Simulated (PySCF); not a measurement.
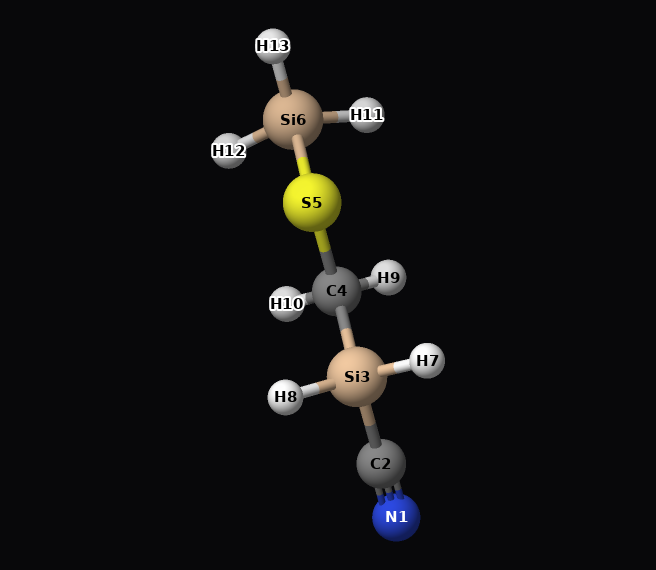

The computed structure is the end point of a GFN2-xTB optimisation. No frequency run is at hand to confirm it as a minimum. Electric field gradients from the ground-state density, PBE0/pcSseg-1 (PySCF 2.14.0), non-relativistic apart from any core potentials.

Give the largest field-gradient component, the quadrupole coupling constant and the asymmetry for 14N at N1 (Q = 20.44 mb), 33S at S5 (Q = −67.81 mb).

```tsv
atom	V_zz (a.u.)	e²qQ/h (MHz)	η
N1	−1.160	−5.57	0.01
S5	−2.430	38.7	0.90
```

The geometry is semi-empirical. Around Si such bond lengths and angles can be off by a tenth of an ångström or more and by several degrees, and values that hang on the shape move with them.
